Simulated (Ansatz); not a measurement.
Single-point calculation of Be6

The run: single-point calculation of Be6. Method and program: RKS B3LYP/def2-TZVP (Ansatz 0.2.0).

The geometry comes from this level: r2SCAN/def2-TZVP.

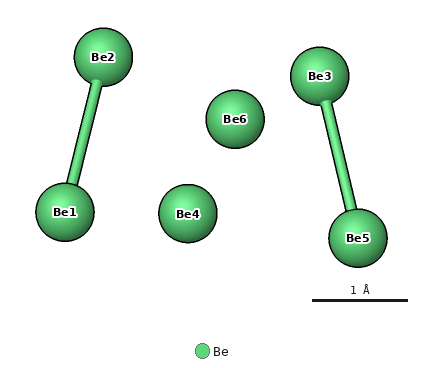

Fig. 1: The structure as given in the input (ball-and-stick view, seen at a tilt; atoms are numbered from 1 in the order of the input). Sticks mark near contacts.

### Input file
```yaml
crystal:
  periodic: [false, false, false]
  atoms:
    - {symbol: Be, position_ang: [1.267064, 0.050112, -1.257673]}
    - {symbol: Be, position_ang: [1.083188, -1.052817, 0.257700]}
    - {symbol: Be, position_ang: [-0.900067, -0.291071, 1.206188]}
    - {symbol: Be, position_ang: [-0.636461, -0.695005, -0.773937]}
    - {symbol: Be, position_ang: [-1.420972, 1.080763, 0.025620]}
    - {symbol: Be, position_ang: [0.607248, 0.908018, 0.542091]}
basis:
  gaussian: {orbitals: def2-TZVP, initial_orbitals: start.molden}
hamiltonian: {xc: {name: B3LYP}}
scf: {omitted_lower_state_checks: [starts]}
output: {orbitals: {seedname: orbitals}}
```

Command:
```bash
ansatz run in.yaml --threads 4 --pin off --events-out ev --progress --plain --max-ram 3916MiB
```

### Log
```
Functional definition: B3LYP
  name "B3LYP"
  cite "Stephens, Devlin, Chabalowski & Frisch, J. Phys. Chem. 98, 11623 (1994) doi:10.1021/j100096a001"
  cite "Becke, Phys. Rev. A 38, 3098 (1988) doi:10.1103/PhysRevA.38.3098"
  cite "Lee, Yang & Parr, Phys. Rev. B 37, 785 (1988) doi:10.1103/PhysRevB.37.785"
  cite "Vosko, Wilk & Nusair, Can. J. Phys. 58, 1200 (1980) doi:10.1139/p80-159"
  parameter a0 = 0.2
  parameter ax = 0.72
  parameter ac = 0.81
  exchange = (1 - a0 - ax)*slater_x + ax*b88_x + a0*exact_x
  correlation = (1 - ac)*vwn_rpa_c + ac*lyp_c
these checks for a lower state are left out or cut short: starts
846 factors; their error is unknown
mean field evaluation 1: about -2402.2367 eV, gradient 3.1e0 eV
mean field evaluation 2: about -2402.2598 eV, gradient 3.2e-2 eV
mean field evaluation 4: about -2402.2439 eV, gradient 2.9e-4 eV
mean field -2402.24394344 eV, -88.2808366219 hartree, gradient 2.9e-5 eV, S^2 0.000000; 0 other end points of the search recorded, 0 dependent functions left out
reference -2402.24416657 eV, -88.2808448220 hartree; 12, 12 occupied and 102, 102 virtual orbitals, 846 factors
Total energy: -2402.24416657 eV, -88.2808448220 hartree
Checks for a lower state left out: starts
```

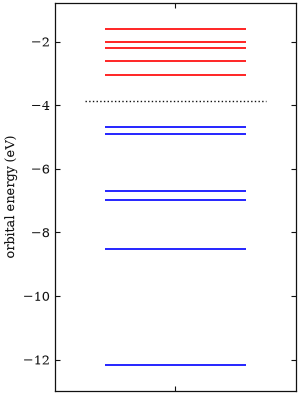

Fig. 2: Orbital energies near the frontier; the dotted line parts filled from empty levels, and levels within 0.02 eV of each other stand side by side. Highest filled −4.68 eV, lowest empty −3.04 eV, 1.64 eV apart.

### Summary

| quantity | value |
| --- | --- |
| outcome | converged |
| total energy | −2402.2442 eV |
| SCF solution under orbital rotations | stable |
| HOMO | −4.68 eV |
| LUMO | −3.04 eV |
| hardware | 4 threads of Arm Neoverse V2, 23 GiB of memory available, shared host |
| wall time | 1 s (CPU time 3.6 s) |
| peak memory | 0.17 GiB |
